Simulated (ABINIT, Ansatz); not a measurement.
# BaHCl (P4/nmm): G0W0 on several meshes in ABINIT, part 2 of 2

How does the mesh move the gap of BaHCl (P4/nmm)?

ABINIT 10.8.3; LDA and many-body steps on it, plane waves. Known limits of the many-body steps: not at the basis limit; no spin-orbit coupling; coarse k mesh.

So far. Step 4 (4×4×2): The gap on the mesh goes from 3.00 eV to 5.18 eV, a correction of +2.18 eV. Step 5 (Empty states on the mesh, 2×2×2 mesh, 184 bands): On this mesh the gap is 3.002 eV.

### Step 7. 2×2×2

This step: G0W0 on LDA, plane waves, norm-conserving pseudopotentials.

Input file run.abi:

```
acell 3*1.0 Angstrom
rprim 
  4.408000000000 0.000000000000 0.000000000000
  0.000000000000 4.408000000000 0.000000000000
  0.000000000000 0.000000000000 7.202000000000
ntypat 3
znucl 56 1 17
natom 6
typat 1 1 2 2 3 3
xred 
  0.000000000000 0.500000000000 0.215000000000
  0.500000000000 0.000000000000 0.785000000000
  0.000000000000 0.000000000000 0.000000000000
  0.500000000000 0.500000000000 0.000000000000
  0.000000000000 0.500000000000 0.650000000000
  0.500000000000 0.000000000000 0.350000000000
pp_dirpath "pseudos"
pseudos "Ba.upf, H.upf, Cl.upf"
ecut 31
ngkpt 2 2 2
nshiftk 1
shiftk 0 0 0
kptopt 1
chksymbreak 0
istwfk *1
occopt 1
irdwfk 1
optdriver 4
nband 168
gwcalctyp 0
ecutsigx 31
symsigma 1
nkptgw 2
kptgw 
  0.0000000000 0.0000000000 0.5000000000
  0.0000000000 0.0000000000 0.0000000000
bdgw 
  17 20
  17 20
ecuteps 5.2
irdscr 1
ppmodel 1
indata_prefix "in"
outdata_prefix "out"
tmpdata_prefix "tmp"
```

The run is started by

```console
$ OMP_NUM_THREADS=1 mpirun -n 4 abinit run.abi > log
```

Numbers of over 12 decimals in the logs are rounded to 6 here.

What it wrote:

```text
.Version 10.8.3 of ABINIT. v10.8.2 released Aug 2026.

 Symmetries : space group P4/n m m (#129); Bravais tP (primitive tetrag.)
[... echo of the input left out ...]
== DATASET  1 ==================================================================
-   mpi_nproc: 4, omp_nthreads: 1 (-1 if OMP is not activated)

--- !DatasetInfo
iteration_state: {dtset: 1, }
dimensions: {natom: 6, nkpt: 6, mband: 168, nsppol: 1, nspinor: 1, nspden: 1, mpw: 7826, }
cutoff_energies: {ecut:  31.0, pawecutdg:  -1.0, }
electrons: {nelect:   3.60000000E+01, charge:   0.00000000E+00, occopt:   1.00000000E+00, tsmear:   1.00000000E-02, }

 SIGMA: Calculation of the GW corrections

 Based on a program developped by R.W. Godby, V. Olevano, G. Onida, and L. Reining.
 Incorporated in ABINIT by V. Olevano, G.-M. Rignanese, and M. Torrent.
.Using double precision arithmetic ; gwpc =  8

[... cell and pseudopotentials left out ...]
--------------------------------------------------------------------------------

 ==== K-mesh for the wavefunctions ====
 Number of points in the irreducible wedge :     6
[... list of points left out ...]
 Together with 16 symmetry operations and time-reversal symmetry
 yields     8 points in the full Brillouin Zone.

 ==== Q-mesh for screening function ====
 Number of points in the irreducible wedge :     6
[... list of points left out ...]
 Together with 16 symmetry operations and time-reversal symmetry
 yields     8 points in the full Brillouin Zone.

 vcoul_init : cutoff-mode = AUXILIARY_FUNCTION
 q-points for optical limit:   1
     1)      0.000010    0.000020    0.000030
 setmesh: FFT mesh size selected  =    48x   48x   75
          total number of points  =       172800

 Number of electrons calculated from density =   36.0000; Expected =   36.0000
[...]
number of omega for Sigma on real axis              0
 max omega for Sigma on real axis  [eV]           0.00
 zcut for avoiding poles [eV]                     0.10

 EPSILON^-1 parameters (SCR file):
 dimension of the eps^-1 matrix on file            513
 dimension of the eps^-1 matrix used               513
 number of plane-waves for wavefunctions          7727
 number of bands                                   168
 number of q-points in IBZ                           6
 number of frequencies                               2
 number of real frequencies                          1
 number of imag frequencies                          1

 matrix elements of self-energy operator (all in [eV])

 Perturbative Calculation

--- !SelfEnergy_ee
iteration_state: {dtset: 1, }
kpoint     : [   0.000,    0.000,    0.500, ]
spin       : 1
KS_gap     :    3.002
QP_gap     :    5.028
Delta_QP_KS:    2.026
data: !SigmaeeData |
     Band     E0 <VxcDFT>   SigX SigC(E0)      Z dSigC/dE  Sig(E)    E-E0       E
       17   2.614 -10.227 -12.795   1.578   0.783  -0.278 -11.002  -0.775   1.839
       18   2.866 -12.333 -15.390   1.937   0.793  -0.262 -13.221  -0.888   1.978
       19   5.867  -8.717  -4.283  -3.087   0.845  -0.184  -7.579   1.138   7.006
[...]
--- !SelfEnergy_ee
iteration_state: {dtset: 1, }
kpoint     : [   0.000,    0.000,    0.000, ]
spin       : 1
KS_gap     :    3.905
QP_gap     :    5.861
Delta_QP_KS:    1.956
data: !SigmaeeData |
     Band     E0 <VxcDFT>   SigX SigC(E0)      Z dSigC/dE  Sig(E)    E-E0       E
[...]
19   6.476  -9.166  -4.515  -3.199   0.831  -0.203  -7.960   1.206   7.682
       20   7.056  -9.872  -5.042  -3.367   0.834  -0.199  -8.652   1.221   8.277

== END DATASET(S) ==============================================================
================================================================================

 -outvars: echo values of variables after computation  --------
           etotal      0.0000000000E+00
            nband         168
             nkpt           6
          spgroup         129
 [... the other variables as echoed above ...]

 Calculation completed.
```

Run time: 31 s. Hardware: 4 MPI ranks of Intel Xeon 6975P-C (Granite Rapids), shared host; peak memory 1.6 GiB.

This step gave:

```
G0W0 gap on the points computed              : 5.028 eV
starting gap on the mesh                     : 3.002 eV
k of the valence top                         : 0, 0, 0.5
k of the conduction bottom                   : 0, 0, 0.5
Z at the valence top                         : 0.793
Z at the conduction bottom                   : 0.845
least direct G0W0 gap on the computed points : 5.028 eV
```

Against G0W0 in ABINIT (4×4×2 mesh, 168 bands, screening to 141.5 eV, Godby-Needs plasmon pole), the gap moves by −0.155 eV.

### Step 8. Empty states on the mesh, 4×4×4 mesh, 184 bands

This step: DFT, LDA, plane waves, norm-conserving pseudopotentials.

Edit run.abi of step 7 so:

```diff
@@ -19,3 +19,3 @@
 ecut 31
-ngkpt 2 2 2
+ngkpt 4 4 4
 nshiftk 1
@@ -24,20 +24,10 @@
 chksymbreak 0
+iscf -2
+irdden 1
 istwfk *1
-occopt 1
-irdwfk 1
-optdriver 4
-nband 168
-gwcalctyp 0
-ecutsigx 31
-symsigma 1
-nkptgw 2
-kptgw 
-  0.0000000000 0.0000000000 0.5000000000
-  0.0000000000 0.0000000000 0.0000000000
-bdgw 
-  17 20
-  17 20
-ecuteps 5.2
-irdscr 1
-ppmodel 1
+nband 184
+nbdbuf 16
+tolwfr 1e-09
+nstep 60
+prtvol 0
 indata_prefix "in"
```

What it wrote:

```text
.Version 10.8.3 of ABINIT. v10.8.2 released Aug 2026.

 Symmetries : space group P4/n m m (#129); Bravais tP (primitive tetrag.)
[... echo of the input left out ...]
== DATASET  1 ==================================================================
-   mpi_nproc: 4, omp_nthreads: 1 (-1 if OMP is not activated)

--- !DatasetInfo
iteration_state: {dtset: 1, }
dimensions: {natom: 6, nkpt: 18, mband: 184, nsppol: 1, nspinor: 1, nspden: 1, mpw: 7826, }
cutoff_energies: {ecut:  31.0, pawecutdg:  -1.0, }
[...]
2.13709    2.14610    2.16011    2.16011    2.16182    2.18607    2.18778    2.20639
   2.20639    2.21257    2.21376    2.21376    2.24409    2.25921    2.27476    2.27620
 prteigrs : prtvol=0 or 1, do not print more k-points.

== END DATASET(S) ==============================================================
================================================================================

 -outvars: echo values of variables after computation  --------
            nband         184
             nkpt          18
          spgroup         129
 [... the other variables as echoed above ...]

 Calculation completed.
```

Run time: 6.6 min. Hardware: 4 MPI ranks; peak memory 0.79 GiB; 23 min of CPU time.

Numbers from this step:

```
gap                                                           : 3.002 eV
k of the valence top                                          : 0, 0, 0.5
k of the conduction bottom                                    : 0, 0, 0.5
least direct gap                                              : 3.002 eV
k points computed                                             : 18
lowest point of the top converged band, above the valence top : 53.0611 eV
```

On this mesh the gap is 3.002 eV.

### Step 9. Screening, 4×4×4 mesh, 168 bands, screening to 141.5 eV

This step: RPA screening on LDA, plane waves, norm-conserving pseudopotentials.

Edit run.abi of step 8 so:

```diff
@@ -24,10 +24,11 @@
 chksymbreak 0
-iscf -2
-irdden 1
 istwfk *1
-nband 184
-nbdbuf 16
-tolwfr 1e-09
-nstep 60
-prtvol 0
+occopt 1
+irdwfk 1
+optdriver 3
+nband 168
+ecuteps 5.2
+inclvkb 2
+awtr 1
+symchi 1
 indata_prefix "in"
```

What it wrote:

```text
.Version 10.8.3 of ABINIT. v10.8.2 released Aug 2026.

 Symmetries : space group P4/n m m (#129); Bravais tP (primitive tetrag.)
[... echo of the input left out ...]
== DATASET  1 ==================================================================
-   mpi_nproc: 4, omp_nthreads: 1 (-1 if OMP is not activated)

--- !DatasetInfo
iteration_state: {dtset: 1, }
dimensions: {natom: 6, nkpt: 18, mband: 168, nsppol: 1, nspinor: 1, nspden: 1, mpw: 7826, }
cutoff_energies: {ecut:  31.0, pawecutdg:  -1.0, }
[...]
--------------------------------------------------------------------------------
[... chi0 elements left out ...]
 For q-point:  0.000010 0.000020 0.000030
  dielectric constant =   3.5708
  dielectric constant without local fields =   4.1377

  Average fulfillment of the sum rule on Im[epsilon] for q-point    1 :     81.07  [%]
[... wings left out ...]
  q-point number  2        q = ( 0.250000, 0.000000, 0.000000) [r.l.u.]
--------------------------------------------------------------------------------
[... chi0 elements left out ...]
  Average fulfillment of the sum rule on Im[epsilon] for q-point    2 :     88.10  [%]

 [... 16 further q-points ...]
```

Run time: 11 min. Hardware: 4 MPI ranks; peak memory 3.6 GiB.

Numbers from this step:

| Property | Result |
| --- | --- |
| ε∞ with local fields, on this mesh, along the program's q direction | 3.571 |
| the same without local fields | 4.138 |
| plasma frequency | 18.83 eV |
| plane waves in the screening matrix | 513 |

### Step 10. 4×4×4

This step: G0W0 on LDA, plane waves, norm-conserving pseudopotentials.

Edit run.abi of step 9 so:

```diff
@@ -27,8 +27,17 @@
 irdwfk 1
-optdriver 3
+optdriver 4
 nband 168
+gwcalctyp 0
+ecutsigx 31
+symsigma 1
+nkptgw 2
+kptgw 
+  0.0000000000 0.0000000000 0.5000000000
+  0.0000000000 0.0000000000 0.0000000000
+bdgw 
+  17 20
+  17 20
 ecuteps 5.2
-inclvkb 2
-awtr 1
-symchi 1
+irdscr 1
+ppmodel 1
 indata_prefix "in"
```

What it wrote:

```text
.Version 10.8.3 of ABINIT. v10.8.2 released Aug 2026.

 Symmetries : space group P4/n m m (#129); Bravais tP (primitive tetrag.)
[... echo of the input left out ...]
== DATASET  1 ==================================================================
-   mpi_nproc: 4, omp_nthreads: 1 (-1 if OMP is not activated)

--- !DatasetInfo
iteration_state: {dtset: 1, }
dimensions: {natom: 6, nkpt: 18, mband: 168, nsppol: 1, nspinor: 1, nspden: 1, mpw: 7826, }
cutoff_energies: {ecut:  31.0, pawecutdg:  -1.0, }
[...]
Band     E0 <VxcDFT>   SigX SigC(E0)      Z dSigC/dE  Sig(E)    E-E0       E
[...]
19   6.476  -9.161  -4.502  -3.360   0.837  -0.195  -8.073   1.088   7.565
       20   7.056  -9.871  -5.064  -3.500   0.831  -0.203  -8.785   1.086   8.142

== END DATASET(S) ==============================================================
================================================================================

 -outvars: echo values of variables after computation  --------
           etotal      0.0000000000E+00
            nband         168
             nkpt          18
          spgroup         129
 [... the other variables as echoed above ...]

 Calculation completed.
```

Run time: 90 s. Hardware: 4 MPI ranks; peak memory 3.9 GiB; 5.2 min of CPU time.

Numbers from this step:

```
G0W0 gap on the points computed              : 5.176 eV
starting gap on the mesh                     : 3.002 eV
k of the valence top                         : 0, 0, 0.5
k of the conduction bottom                   : 0, 0, 0.5
least direct G0W0 gap on the computed points : 5.176 eV
```

Against G0W0 in ABINIT (4×4×2 mesh, 168 bands, screening to 141.5 eV, Godby-Needs plasmon pole), the gap moves by −0.007 eV.

### Step 11. Side by side

Times are wall times on 4 MPI ranks of Intel Xeon 6975P-C (Granite Rapids), shared host, good to a factor of about two. A run's time includes the screening step that it read.

```tsv
run	mesh	bands	screening cutoff (eV)	DFT gap (eV)	gap on the mesh (eV)	direct (eV)	ε∞ used	time
4×4×2	4×4×2	168	141.5	3.002	5.183	5.183	3.59	5.1 min
2×2×2	2×2×2	168	141.5	3.002	5.028	5.028	3.62	1.7 min
4×4×4	4×4×4	168	141.5	3.002	5.176	5.176	3.57	12 min
```

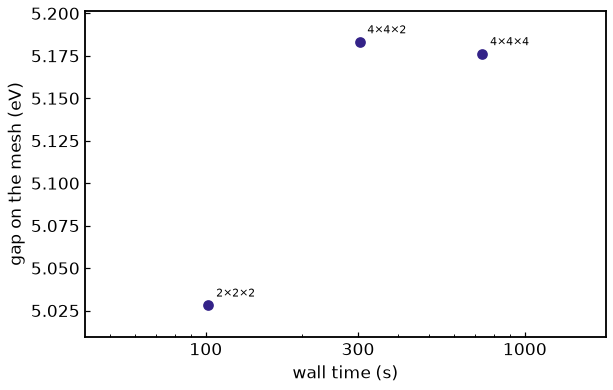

Result against wall time.

### Step 12. Outcome

| Item | Value |
| --- | --- |
| 4×4×2 | 5.183 eV |
| 2×2×2 | 5.028 eV |
| 4×4×4 | 5.176 eV |
| known limits | not at the basis limit; no spin-orbit coupling; coarse k mesh |

What this shows: 2×2×2: −0.155 eV against 4×4×2. 4×4×4: −0.007 eV against 4×4×2. Bands and cutoff are finite, so the gap is not at the basis limit. The miss can reach some tenths of an eV and take either sign; the mesh is an error of its own. In the G0W0 runs levels were corrected at 2 k points alone, so a gap called «on the mesh» is the least over those, and an edge elsewhere would be missed. The 4×4×2 mesh is coarse for this cell, which bears on the long-range parts of exchange and screening. The many-body steps are scalar-relativistic: spin-orbit coupling is not in them.

[Paths, hosts, dates, memory and timing lines, banners, echoed tables and standing remarks are left out of the program output.]

[Logs are printed without paths, hosts, clocks, repeated set-up lines and the standing remarks that a program may print on its own settings, such as how far it seeks lower states.]

[Runs of the session that timed out or met a known fault of the program may be left out.]

[Hosts, paths, dates, database ids (printed as entryN), source tags and the programs' standing remarks are cut or masked in the printed files.]

[G0W0 gaps are taken among the corrected bands and points alone; a level outside them can change the order at an edge.]

[Where Ansatz stands beside ABINIT at settings called matched, ABINIT's density can come from a denser mesh and the files from another edition; pairs whose starting gaps differed by over 0.03 eV were left out, so agreement reads better than it is.]
